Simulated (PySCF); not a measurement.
C₄HF₅ (SMILES FC1=C(C(F)(F)F)[C@H]1F)

```xyz
10

F    -1.8047    1.8130   -0.4847
C    -1.1519    0.7267   -0.2059
C    -0.0051    0.1117   -0.0790
C     1.4738    0.1221   -0.1253
F     1.9462    1.3069   -0.5272
F     1.9440   -0.7978   -0.9811
F     2.0209   -0.1405    1.0651
C    -1.2524   -0.6866    0.2142
F    -1.5517   -0.9570    1.5159
H    -1.6102   -1.4937   -0.4145
```

Geometry: GFN2-xTB.

These are results of B3LYP/def2-SVPD, SCF density, gas phase in PySCF 2.14.0, not measurements.

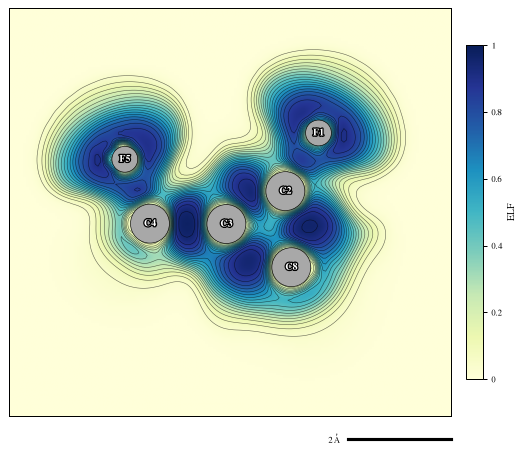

Figure 1. ELF on the plane of atoms C3, C4 and F5. Grey discs cover the atomic cores.

Q: Read the bonding off the picture.

A: Atoms in the plane: F and C.
C–F (1.30 Å): the ELF peaks at about 0.85 between the atoms; a polar covalent bond.
C–C (1.31 Å): the ELF peaks at about 0.85 between the atoms: a multiple bond.
C–F (1.34 Å): the ELF peaks at about 0.85 between the atoms: a shared but strongly polarised pair.
C–C (1.48 Å): the ELF peaks at about 0.85 between the atoms: localised, covalent bonding.
The ELF also peaks beside F5 and F1, away from the bonds: lone-pair regions.

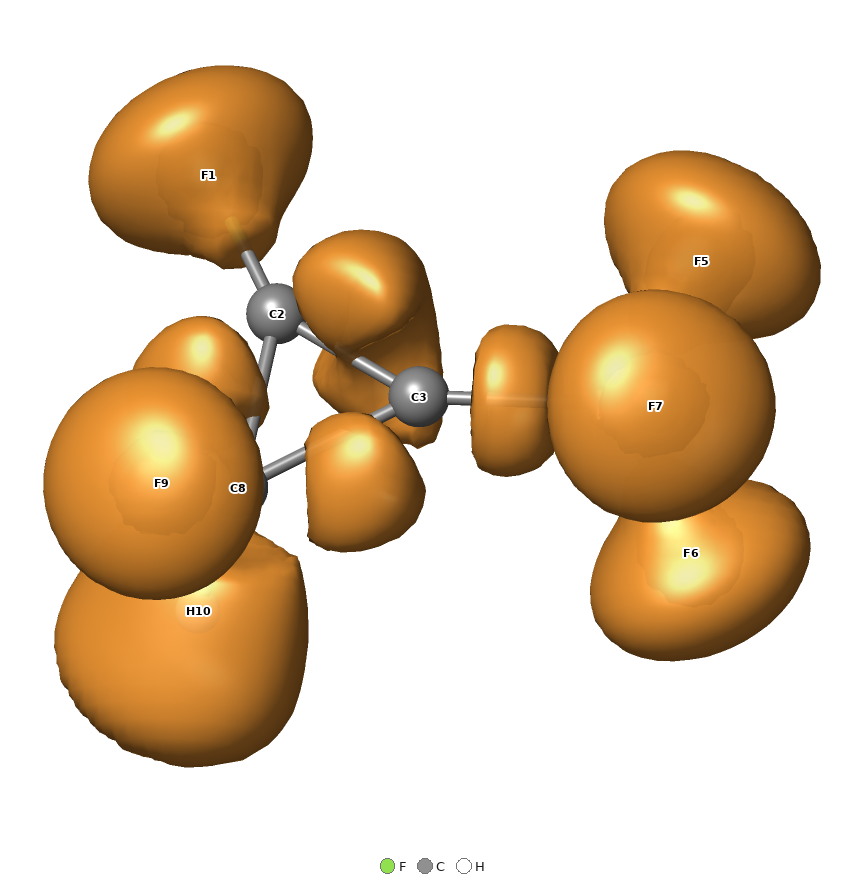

Figure 2. Isosurface of the ELF at 0.75 (orange), seen at a tilt. Only the valence region is drawn (cores and ρ < 0.01 e/Å³ removed).

Q: What do the ELF domains correspond to?

A: At this value the surface marks out four regions between bonded C–C atoms (shared pairs), one region around a hydrogen nucleus and five regions on F in which the atom's valence shell and bonds are merged.

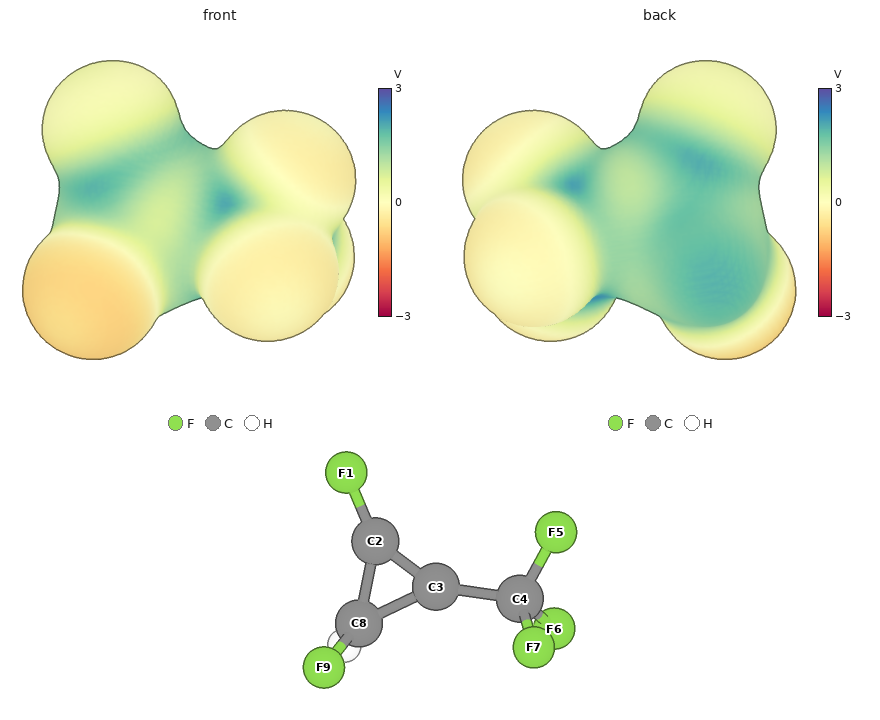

Figure 3. The molecular electrostatic potential painted on the density surface at 0.004 e/bohr³, seen from the front and from behind; red is negative and blue positive. The bare structure is drawn below in the same view.

Q: Describe the electrostatic potential map.

A: The most negative region (about −0.7 V, or −16 kcal/mol for a unit charge) lies over F9, the most positive (about +2.0 V, or +46 kcal/mol for a unit charge) over C2, C3 and C4.

Q: What dipole moment does the calculation give?

A: Its dipole moment is 1.83 D.
